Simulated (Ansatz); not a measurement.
Cost and result by functional for the surface energy of the (322) surface of silicon in its 1x1 cell, relaxed from an ideal cut (the real face may reconstruct), outermost plane spacing 0.33 Å in the ideal cut, in Ansatz (plane waves, PAW). Single points on the PBE structure, on one kind of machine; costs are rough ratios of the slab run's core time (references not counted) to the cheapest single point. r2SCAN's cost holds its higher cutoff (500 against 420 eV). Differences are taken against r2SCAN for comparison alone: no measured value is at hand, so the table doesn't rank accuracy.

Model: 36-atom slab, 11.6 Å thick at the start, 7x2x1 mesh, Fermi-Dirac 0.025 eV, dipole correction, all atoms relaxed; symmetry of the start imposed; no spin (no spin-polarised run to compare, though such a face may carry moments), no spin-orbit, no U. The slab shows no gap on its mesh. These notes are the PBE run's.

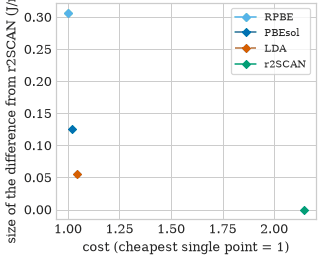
Difference from r2SCAN against cost

```csv
functional,relative cost,surface energy (J/m²),less r2SCAN (J/m²)
RPBE,1,1.50,-0.31
PBEsol,1,1.68,-0.13
LDA,1,1.75,-0.06
r2SCAN,2,1.81,0.00
PBE (the relaxed run's value),–,1.59,-0.22
```

The values span 0.31 J/m², while the single points' costs differ by a factor of roughly 2. Differences are of unrounded values.

Ansatz is an electronic-structure program.
